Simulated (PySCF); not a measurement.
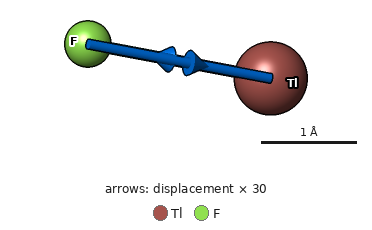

A relaxation of TlF. The starting structure is drawn; blue arrows show the displacements, 30 times their true length. The two geometries are superimposed by the best rigid fit.

A ball-and-stick model, seen at a tilt.

Level of theory: RKS B3LYP, Tl def2-SVP with ECP60, F def2-SVP; non-relativistic Hamiltonian with scalar-relativistic core potentials; density fitting (PySCF 2.14.0).

Input
```
mol = gto.M(atom='''
Tl     0.00000     0.00000    -0.18675
F      0.00000     0.00000     2.01485''',
    basis={'Tl': 'def2-SVP', 'F': 'def2-SVP'},
    ecp={'Tl': 'def2-SVP'},
    charge=0, spin=0)
mf = dft.RKS(mol, xc='B3LYP')
mf.grids.atom_grid = (50, 194)  # f atoms: at least (60, 302), unpruned
mf = mf.density_fit()  # Tl def2-universal-JKFIT, F def2-universal-JKFIT
mf.conv_tol = 1e-08; mf.max_cycle = 55
mf.kernel(dm0)
# quasi-Newton relaxation in Cartesian coordinates to a largest gradient under 0.00045 Eh/bohr, steps kept in the point group
```

Command:
```bash
OMP_NUM_THREADS=2 python run.py
```

> What did the optimiser do to the structure, and how much energy did it gain?

The largest moves after the best rigid fit, 0.049 Å, are those of Tl1 and F2. Largest moves by element: Tl 0.049 Å, F 0.049 Å. Some distances before and after: Tl1–F2 2.202 → 2.104 Å. Over 2 geometry steps the energy falls by 1.50 kcal/mol. The largest force component goes from 1.3 to 0.0021 eV/Å.
